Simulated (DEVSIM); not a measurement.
Structure: Mo/HfO2/p-Si capacitor, at 400 K.

```tsv
layer (left to right)	material	thickness (nm)	Na (cm⁻³)
1	HfO2	4.10	-
2	Si	5500	1.1e15
```

Metal gate on the left, work function 4.6 eV. Fixed charge at the semiconductor interface 2.5e11 cm⁻² (in units of +e); interface traps 3e11 cm⁻² eV⁻¹, uniform in energy, neutral level at 0.7 of the gap above the valence band.

The device is made up for the run: typed textbook-type constants, with dimensions and the other settings drawn at random. Values at 300 K; Nc and Nv go as T^1.5, mobilities as T to minus their exponent, the gap by Varshni's rule with the affinity fixed.

| parameter | HfO2 | Si |
|---|---|---|
| gap (eV) | 5.7 | 1.124 |
| affinity (eV) | 2.5 | 4.05 |
| permittivity | 22 | 11.7 |
| Nc (cm⁻³) | - | 2.86e19 |
| Nv (cm⁻³) | - | 3.1e19 |
| Varshni α (eV/K) | - | 0.000473 |
| Varshni β (K) | - | 636 |

Model (solved in DEVSIM): 1D Poisson equation in equilibrium, Boltzmann statistics, complete ionisation; no quantum confinement or tunnelling. Metal contacts follow the ideal Schottky-Mott rule: no Fermi-level pinning, no interface dipoles.

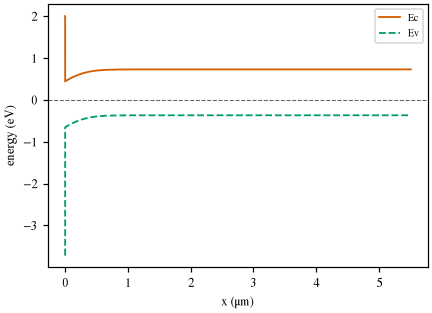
*Band edges at 0.1 V on the gate*

Energies count from the Fermi level of the right contact; mesh points crowd at the junctions.

| x (μm) | Ec (eV) | Ev (eV) | n (cm⁻³) | p (cm⁻³) | field (V/cm) |
|---|---|---|---|---|---|
| 0.000 | 2.000 | -3.700 | < 1e2 | < 1e2 | -18000 |
| 0.001080 | 1.998 | -3.702 | < 1e2 | < 1e2 | -18000 |
| 0.002570 | 1.995 | -3.705 | < 1e2 | < 1e2 | -18000 |
| 0.003776 | 1.993 | -3.707 | < 1e2 | < 1e2 | -18000 |
| 0.005470 | 0.444 | -0.653 | 1.1e14 | 2.8e11 | 9300 |
| 0.008646 | 0.447 | -0.650 | 1.0e14 | 3.1e11 | 9200 |
| 0.01538 | 0.453 | -0.644 | 8.7e13 | 3.7e11 | 9100 |
| 0.03851 | 0.473 | -0.623 | 4.8e13 | 6.7e11 | 8700 |
| 0.08316 | 0.510 | -0.586 | 1.6e13 | 2.0e12 | 7900 |
| 0.1778 | 0.578 | -0.519 | 2.3e12 | 1.4e13 | 6300 |
| 0.3974 | 0.677 | -0.419 | 1.3e11 | 2.5e14 | 2900 |
| 1.131 | 0.728 | -0.368 | 3.0e10 | 1.1e15 | 27 |
| 2.462 | 0.728 | -0.368 | 2.9e10 | 1.1e15 | ≈ 0 |
| 4.060 | 0.728 | -0.368 | 2.9e10 | 1.1e15 | ≈ 0 |
| 5.017 | 0.728 | -0.368 | 2.9e10 | 1.1e15 | ≈ 0 |
| 5.281 | 0.728 | -0.368 | 2.9e10 | 1.1e15 | ≈ 0 |
| 5.402 | 0.728 | -0.368 | 2.9e10 | 1.1e15 | ≈ 0 |
| 5.460 | 0.728 | -0.368 | 2.9e10 | 1.1e15 | ≈ 0 |
| 5.489 | 0.728 | -0.368 | 2.9e10 | 1.1e15 | ≈ 0 |
| 5.498 | 0.728 | -0.368 | 2.9e10 | 1.1e15 | ≈ 0 |
| 5.502 | 0.728 | -0.368 | 2.9e10 | 1.1e15 | ≈ 0 |
| 5.504 | 0.728 | -0.368 | 2.9e10 | 1.1e15 | ≈ 0 |
